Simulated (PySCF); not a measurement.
```xyz
5

W     0.0000   -0.0844    0.0647
O     1.4322   -0.1092    1.0772
O     0.0000    1.3796   -0.9008
O    -1.4322   -0.1092    1.0772
F     0.0000   -1.6150   -1.0980
```

Core potentials replace the inner electrons of W.

Computed with RKS B3LYP, W def2-SVP with ECP60, O def2-SVP, F def2-SVP; non-relativistic Hamiltonian with scalar-relativistic core potentials where named; density fitting (PySCF 2.14.0).

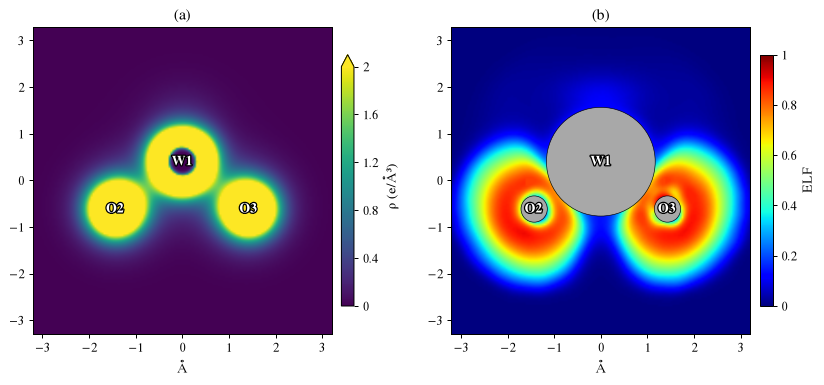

FO$_{3}$W (charge −1). (a) electron density; (b) ELF on the plane of atoms O2, W1 and O3. Grey discs cover the atomic cores in the ELF map.

> Describe what can be read from this map.

The section cuts through W and O sites. W–O (1.75 Å): ρ is about 1.6 e/Å³ halfway; the ELF peaks at about 0.80 in the valence shell of O, 0.5 Å from its nucleus, and drops to about 0.35 between the two atoms.
